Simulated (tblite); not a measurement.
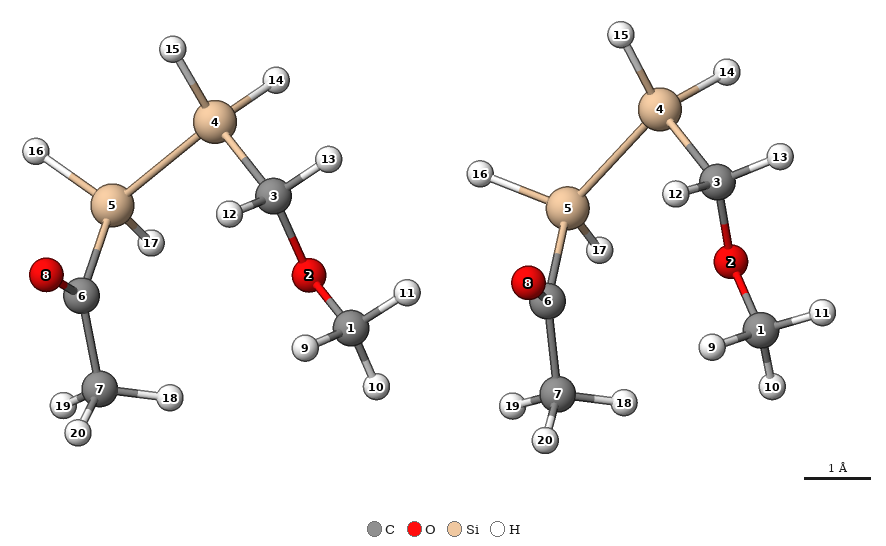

Two geometries of C$_{4}$H$_{12}$O$_{2}$Si$_{2}$, drawn at one scale. One is the start of a relaxation, the other its converged end. A ball-and-stick model, seen at a tilt.

Theory: GFN2-xTB geometry optimisation, gas phase in tblite. 

Which geometry has the lower energy?

Answer. The right one is the relaxed one. Over 120 geometry steps the energy falls by 0.298 eV. H10 moves most after the best rigid fit: 0.80 Å. Largest moves by element: H 0.80 Å, O 0.64 Å, C 0.54 Å, Si 0.20 Å. Some distances before and after: Si5–C6 1.875 → 1.928 Å, C3–Si4 1.864 → 1.910 Å, O2–C3 1.450 → 1.420 Å, Si4–H15 1.498 → 1.470 Å. Bond angles that change, for instance: O2–C3–Si4 115.4° → 103.3°, C6–Si5–H16 112.8° → 105.2°, Si4–Si5–H17 109.9° → 117.4°.
